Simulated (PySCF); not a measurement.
```yaml
atoms:
  - { symbol: B, position_ang: [-1.8711, -0.9658, -0.4572] }
  - { symbol: C, position_ang: [-1.0061, 0.2000, 0.0927] }
  - { symbol: C, position_ang: [-1.4215, 0.9301, 1.1393] }
  - { symbol: Si, position_ang: [0.6856, 0.5456, -0.6475] }
  - { symbol: F, position_ang: [1.0893, 2.0932, -0.4944] }
  - { symbol: F, position_ang: [0.7006, 0.3897, -2.2476] }
  - { symbol: C, position_ang: [2.1348, -0.5201, -0.0013] }
  - { symbol: F, position_ang: [1.9497, -0.8875, 1.3181] }
  - { symbol: H, position_ang: [-3.0349, -0.9028, -0.3904] }
  - { symbol: H, position_ang: [-1.3578, -1.9053, -0.9243] }
  - { symbol: H, position_ang: [-0.8243, 1.7116, 1.5843] }
  - { symbol: H, position_ang: [-2.3758, 0.7423, 1.6069] }
  - { symbol: H, position_ang: [3.0858, 0.0198, -0.0377] }
  - { symbol: H, position_ang: [2.2452, -1.4514, -0.5631] }
```

Geometry: GFN2-xTB.

These are results of PBE0/def2-SVPD, SCF density, gas phase (PySCF 2.14.0), not measurements.

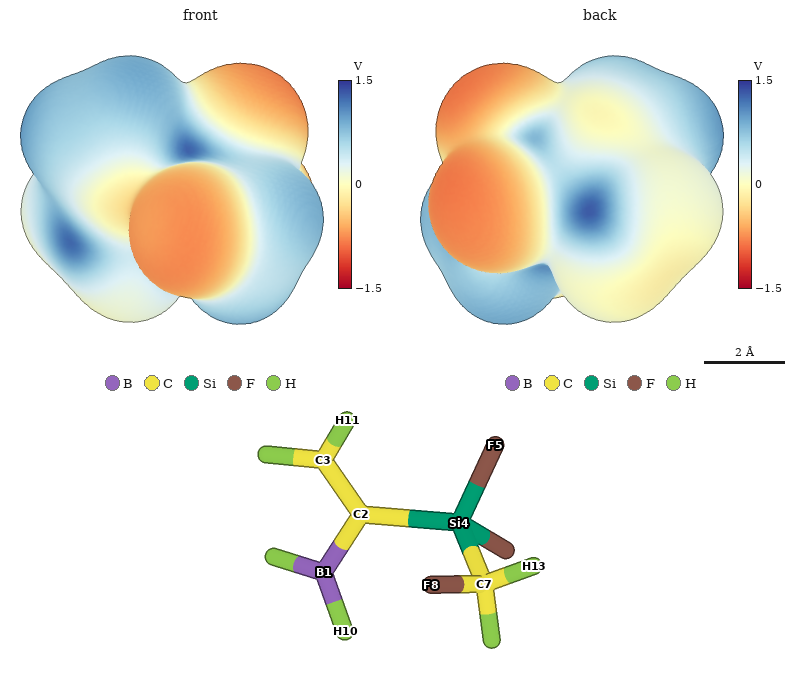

C₃H₆BF₃Si (SMILES BC(=C)[Si](F)(F)CF). The electrostatic potential painted on the density surface at 0.001 e/bohr³, seen from the front and from behind; red is negative and blue positive. The bare structure is drawn below in the same view.

Question: Describe the electrostatic potential map.

Answer: The most negative region (about −0.8 V) lies over F5 and F6, the most positive (about +1.2 V) over B1 and Si4.

Question: What dipole moment does the calculation give?

Answer: Its dipole moment is 1.32 D.
